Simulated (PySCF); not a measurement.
C3H9AlO3 (SMILES C[O+]([AlH3-])COC=O)

```xyz
16

C    -0.0166    1.5070    0.2492
O    -0.5988    0.2004    0.2966
Al   -2.1903   -0.1630   -0.8985
C     0.1923   -0.8465    0.7893
O     1.0976   -1.3118   -0.1806
C     2.3473   -0.8182   -0.1651
O     2.7533    0.0110    0.5925
H    -0.8492    2.2083    0.1145
H     0.5071    1.7090    1.1930
H     0.6830    1.5872   -0.5944
H    -2.4517   -1.6618   -0.3921
H    -3.1391    1.0145   -0.3664
H    -1.5309    0.0474   -2.3443
H    -0.4939   -1.6739    0.9993
H     0.7342   -0.5038    1.6829
H     2.9371   -1.3081   -0.9647
```

Geometry: PBE0-D3(BJ)/def2-SVP.

The calculation used PBE0/pcSseg-1, SCF density, gas phase, non-relativistic in PySCF.

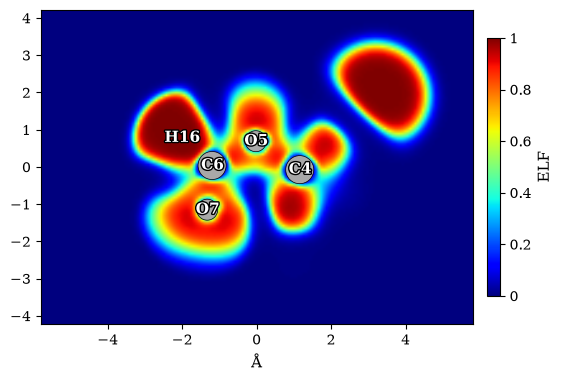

Figure 1. ELF on the plane of atoms O5, C6 and H16. Grey discs cover the atomic cores.

### Read the bonding off the picture.

Atoms in the plane: C, O and H. C–O (1.19 Å): the ELF peaks at about 0.85 between the atoms: a multiple bond. C–H (1.11 Å): the ELF climbs to about 1 towards the hydrogen, as it does in any bond to H: an ordinary covalent bond to hydrogen. C–O (1.34 Å): the ELF peaks at about 0.90 between the atoms: a shared but strongly polarised pair. The ELF also peaks beside O7 and O5, away from the bonds: lone-pair regions.

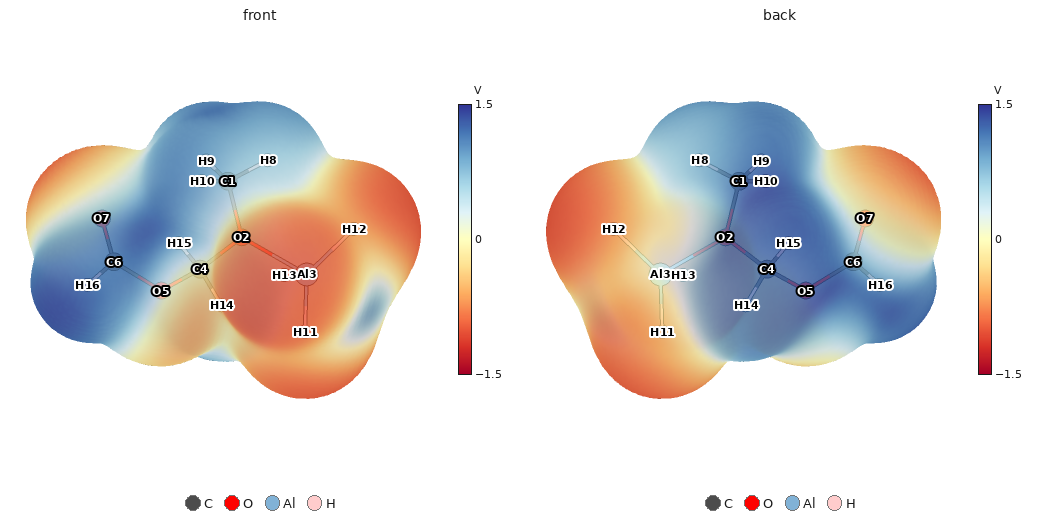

Figure 2. The electrostatic potential painted on the density surface at 0.001 e/bohr³, seen from the front and from behind; red is negative and blue positive.

### Describe the electrostatic potential map.

The most negative region (about −1.0 V, or −23 kcal/mol for a unit charge) lies over H12 and H13, the most positive (about +1.4 V, or +32 kcal/mol for a unit charge) over C4, H9, H15 and H16.
